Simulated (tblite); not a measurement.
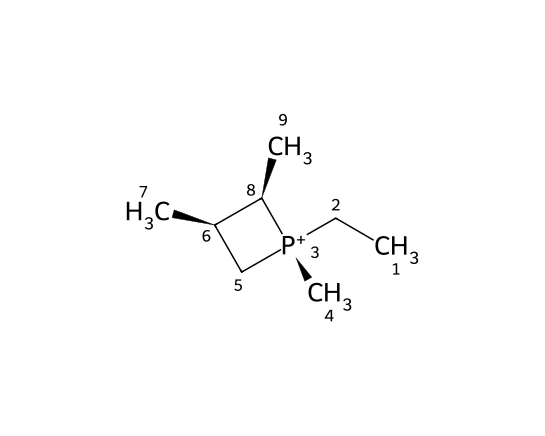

Skeletal drawing with numbered atoms; wedges and dashes mark any stereocentres. The configuration is that of a computed structure (GFN2-xTB).

> What are the Cahn–Ingold–Prelog descriptors?

P3: R; C6: R; C8: R.
